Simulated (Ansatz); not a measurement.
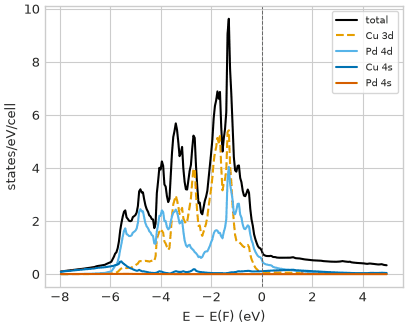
Fig. 1. Total and projected density of states of CuPd in space group Cmmm (No. 65; Cu on 2a, Pd on 2c), plane-wave PAW LDA (Ansatz code)

Which orbitals carry the states next to the Fermi level?

Within 0.5 eV of the Fermi level: Pd 4d 59 %, Cu 3d 19 %, Cu 4s 10 %, outside the projected shells 11 %. Projections are on Löwdin-orthogonalised atomic valence shells; empty p or d shells of many metals are not among them.

Where is the tallest occupied peak in this window, and what makes it?

Near -1.3 eV, about 9.6 states/eV per cell; the largest projected share is Cu 3d.

The first step of the workflow began from a Materials Project structure, measured or hypothetical; the Crystallography Open Database copy checked does not list it. COD files the formula under space group No. 221. With Cu and Pd taken as one species the cell has the higher symmetry I4/mmm, so it may be an ordered model of a mixed-site phase. Whether it is the stable phase at ambient conditions was not checked. Symmetry was held in the LDA relaxation. At this level the phase is dynamically unstable (imaginary phonons). No spin polarisation was allowed. Spin–orbit coupling is left out wherever it is not named.

Potentials: the later of the program's two PAW sets.
